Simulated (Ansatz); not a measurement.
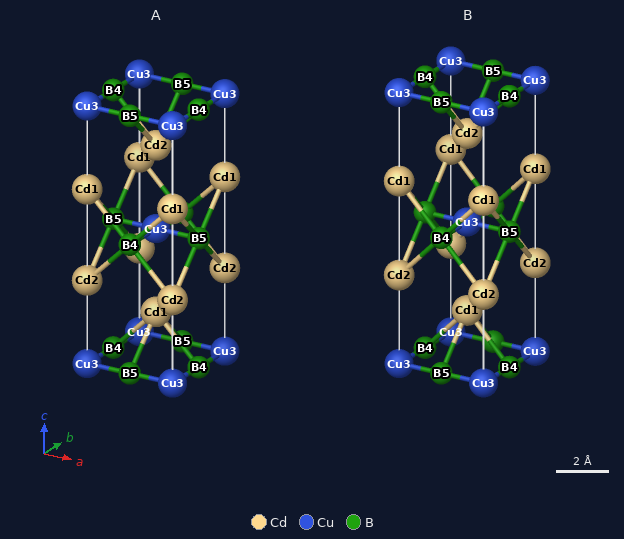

Two geometries of solid Cd2CuB2 (a generated structure, set up in I4/mmm), drawn at one scale. One is the start of a relaxation, the other its converged end. The picture is a ball-and-stick view of the conventional cell (2 times the calculation's cell), seen from a free direction. Lengths and directions refer to the drawn axes.

All numbers below come from DFT PBE, scalar-relativistic, plane waves, PAW in Ansatz 0.2.0. Set-up: plane-wave cutoff 420 eV; k-point mesh 14 × 14 × 14; occupations gaussian; smearing width 0.1 eV; no spin polarisation; cell and atoms relaxed; force threshold 0.01 eV/Å; at most 80 steps.

Which one is relaxed?

Structure B is the relaxed one. The largest moves relative to the cell, 0.036 Å, are those of Cd1 and Cd2. Cd2 goes along +c. B and Cu stay in place. The drawn cell changes as follows: a = b 3.865 → 3.820 Å (−1.2 %), c 10.718 → 11.278 Å (+5.2 %); the volume changes by +2.8 %. Some distances before and after: Cd1–B4 2.706 → 2.734 Å, Cu3–B4 1.932 → 1.910 Å. Bond angles that change, for instance: B4–Cd1–B4 91.1° → 88.6°, Cd1–B4–Cd1 91.1° → 88.6°, Cd1–B4–Cd2 88.9° → 91.4°. The space group stays I4/mmm (No. 139). The energy falls by 3.1 meV per atom in 5 accepted moves (7 points after the start). Largest force component: 0.026 eV/Å at the start, under 0.0001 eV/Å at the end. The pressure goes from 0.09 to 0.01 GPa. At 2 points the geometry stayed and the basis and grid were re-selected for the new cell (energy shift of 0.3 meV per atom at most each time). The run took 4.4 min on 1 thread of Arm Neoverse V2 (shared host), peak memory 0.8 GiB.
